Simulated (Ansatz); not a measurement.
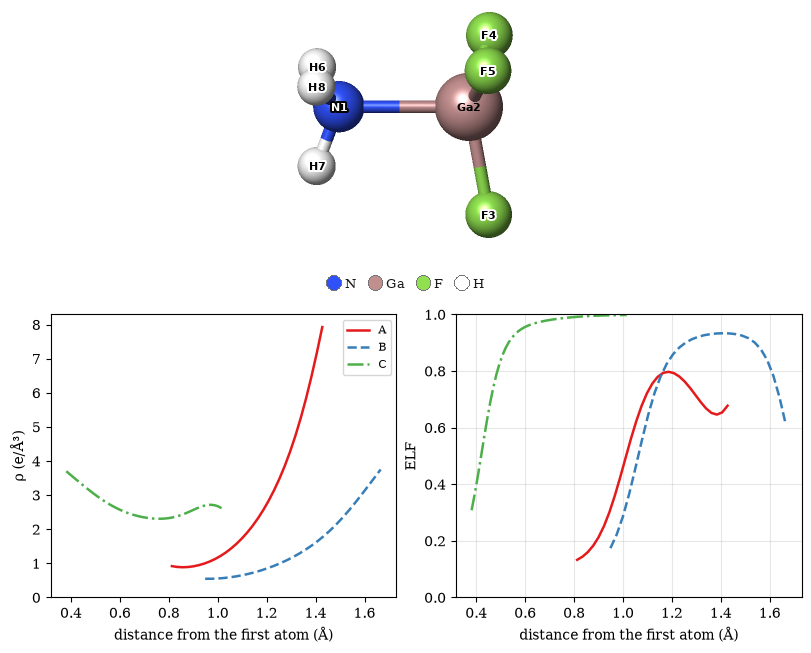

*F₃GaH₃N (SMILES [NH3+][Ga-]([F])([F])[F]). Electron density and electron localisation function along straight lines between neighbouring atoms. The curves leave out the atomic cores. The structure is drawn too.*

Geometry: PBE0-D4/def2-TZVP.

Theory: RKS PBE0-D4/def2-TZVPP in Ansatz 0.2.0.

The calculation's input:

```
crystal:
  periodic: [false, false, false]
  atoms:
    - {symbol: N, position_ang: [-0.867671, -0.104768, 0.482175]}
    - {symbol: Ga, position_ang: [0.915536, 0.093271, -0.509927]}
    - {symbol: F, position_ang: [2.016937, -0.551929, 0.696627]}
    - {symbol: F, position_ang: [0.602052, -0.909394, -1.917604]}
    - {symbol: F, position_ang: [0.941079, 1.831437, -0.761450]}
    - {symbol: H, position_ang: [-1.493897, -0.708606, -0.041206]}
    - {symbol: H, position_ang: [-0.714076, -0.510213, 1.400177]}
    - {symbol: H, position_ang: [-1.307759, 0.803102, 0.595310]}
basis:
  gaussian: {orbitals: def2-TZVPP}
hamiltonian: {xc: pbe0, dispersion: d4}
output: {orbitals: {seedname: orbitals}}
```

Run with:

```sh
ansatz run in.yaml --threads 4 --pin off --events-out ev --progress --plain --max-ram 10444MiB
```

Q: Which curve belongs to which contact (Ga–F, Ga–N and N–H)? The first atom named is at distance zero.

A: Curve A: Ga–F (1.76 Å): ρ is about 0.89 e/Å³ halfway; the ELF peaks at about 0.80 in the valence shell of F, 0.6 Å from its nucleus, and is about 0.20 at the midpoint. Curve B: Ga–N (2.05 Å): the density is about 0.57 e/Å³ at the midpoint; the ELF peaks at about 0.95 in the valence shell of N, 0.6 Å from its nucleus, and is about 0.35 at the midpoint. Curve C: N–H (1.02 Å): the density is about 3 e/Å³ at the midpoint; the ELF climbs to about 1 towards the hydrogen, as it does in any bond to H: a covalent bond by its length.
